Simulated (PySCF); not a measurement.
NMR shielding calculation of SiH$_{4}$O$_{4}$F (charge −1)

The run: NMR shielding calculation of SiH$_{4}$O$_{4}$F, charge −1, SMILES O[Si-](O)(O)(O)F. Method and program: GIAO PBE0/pcSseg-1 NMR shielding, non-relativistic, gas phase (PySCF 2.14.0).

The geometry comes from this level: PBE0-D3(BJ)/ma-def2-SVP. Figures and captions count atoms from 1; the log counts them from 0 in places.

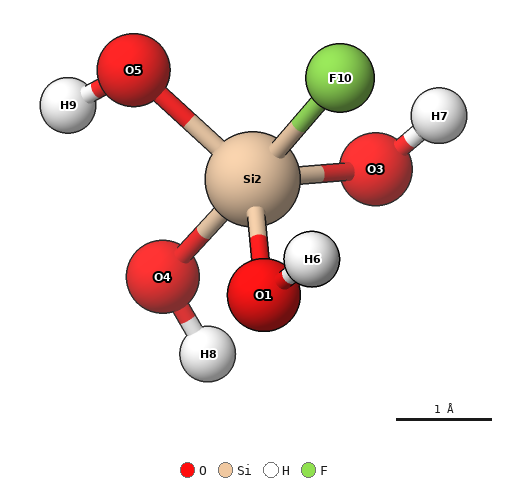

*The structure (ball-and-stick view, seen at a tilt; atoms are numbered from 1 in the order of the input).*

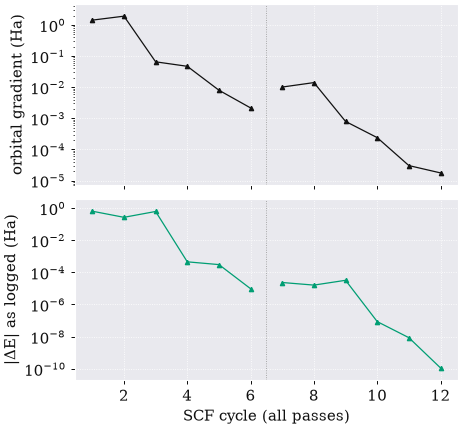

*Convergence of the self-consistent field: orbital gradient and size of the energy change against the SCF cycle. The dotted line marks the change from a coarse to the final integration grid.*

The first 6 cycles use a coarse grid, the final grid takes over at cycle 7, and the field converges after 12 cycles in all.

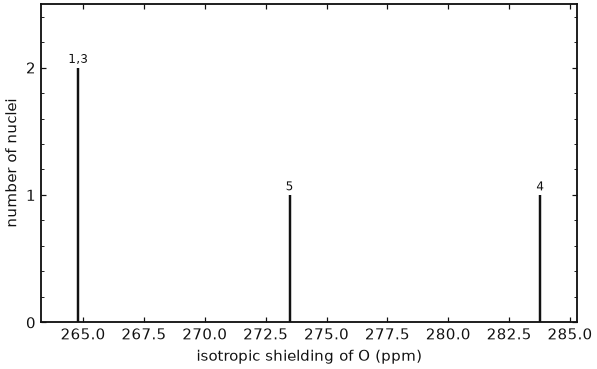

*Isotropic shieldings of the oxygen nuclei in this fixed geometry, labelled by atom number; shielding grows to the right, so chemical shift grows to the left.*

The least shielded is O1 (264.7 ppm), the most shielded O4 (283.8 ppm).

The input that produced these results follows, with the program's output.

### The input
```
{"job": {"kind": "nmr", "xc": "PBE0", "basis": "pcSseg-1", "pop": false}, "charge": -1, "multiplicity": 1}
O     -0.250361     0.952729    -1.381241
Si     0.180712     0.200508     0.097180
O     -1.053556     0.060356     1.276374
O     -0.123714    -1.405427    -0.538212
O      1.787139    -0.238818     0.443176
H     -0.138511     1.899092    -1.251649
H     -1.050496     0.881372     1.777270
H     -1.023558    -1.471110    -0.864686
H      1.868795    -1.154187     0.156959
F      0.536279     1.815273     0.744108
```

The first line tells a small driver script what to run in PySCF; the rest is the geometry in Å.

Run as:
```bash
OMP_NUM_THREADS=1 python <driver script> task.json out
```

### Output
```
coarse grid: 9536 points
cycle   1  E = -691.9176137224  dE =  6.369e-01  |g| = 1.425e+00  |ddm| = 2.822e+00
cycle   2  E = -691.6519795663  dE =  2.656e-01  |g| = 1.910e+00  |ddm| = 1.909e+00
cycle   3  E = -692.2651200136  dE = -6.131e-01  |g| = 6.526e-02  |ddm| = 1.142e+00
cycle   4  E = -692.2655713521  dE = -4.513e-04  |g| = 4.687e-02  |ddm| = 6.299e-02
cycle   5  E = -692.2658748493  dE = -3.035e-04  |g| = 7.990e-03  |ddm| = 2.452e-02
cycle   6  E = -692.2658844108  dE = -9.561e-06  |g| = 2.157e-03  |ddm| = 6.411e-03
final grid: 89856 points
cycle   7  E = -692.3436876100  dE = -2.330e-05  |g| = 1.010e-02  |ddm| = 1.349e-02
cycle   8  E = -692.3436715258  dE =  1.608e-05  |g| = 1.404e-02  |ddm| = 1.269e-02
cycle   9  E = -692.3437035407  dE = -3.201e-05  |g| = 7.942e-04  |ddm| = 7.633e-03
cycle  10  E = -692.3437036268  dE = -8.606e-08  |g| = 2.394e-04  |ddm| = 4.810e-04
cycle  11  E = -692.3437036354  dE = -8.588e-09  |g| = 3.034e-05  |ddm| = 1.342e-04
cycle  12  E = -692.3437036355  dE = -1.123e-10  |g| = 1.763e-05  |ddm| = 2.565e-05
converged SCF energy = -692.3437036355

GIAO shielding tensors (ppm)
atom      isotropic    diamagn.    paramagn.     s11        s22        s33       span
  0 O      264.691     391.434    -126.744    211.228    268.416    314.428    103.200
  1 Si     463.138     874.201    -411.063    365.521    510.156    513.736    148.216
  2 O      264.913     391.382    -126.468    211.980    268.257    314.503    102.523
  3 O      283.780     393.749    -109.969    251.294    275.020    325.026     73.731
  4 O      273.484     390.736    -117.252    228.391    275.755    316.306     87.915
  5 H       30.798      33.101      -2.303     22.003     28.522     41.870     19.867
  6 H       30.800      33.105      -2.305     22.000     28.535     41.864     19.863
  7 H       32.143      34.236      -2.093     24.795     27.957     43.677     18.881
  8 H       30.664      33.061      -2.397     21.385     29.135     41.473     20.088
  9 F      319.608     480.095    -160.486    247.518    279.540    431.767    184.250
```

### Summary

```tsv
quantity	value
outcome	converged
total energy	−692.343704 hartree
HOMO	−2.89 eV
LUMO	5.93 eV
isotropic shielding, O	264.7 to 283.8 ppm
isotropic shielding, Si	463.1 ppm
isotropic shielding, H	30.7 to 32.1 ppm
isotropic shielding, F	319.6 ppm
hardware	1 CPU thread, shared host
wall time	4.1 s
peak memory	0.66 GiB
```
